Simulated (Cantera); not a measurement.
Feed: 1 mol HI, 0.96 mol H2O, 0.73 mol H2, at 31000 Pa.

These are equilibrium values from Cantera (NASA tables, ideal gas, pure condensed phases), not measurements of a reactor. Candidate condensed phases: H2O, I2; 25 gas species. Ions and electrons are included (thermal ionisation). Rates play no part.

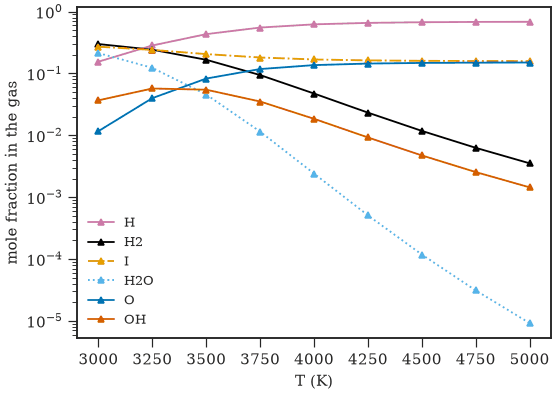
Figure. Equilibrium gas composition (values under 1e-9 drawn at 1e-9)

From 3000 K to 5000 K nothing is condensed.
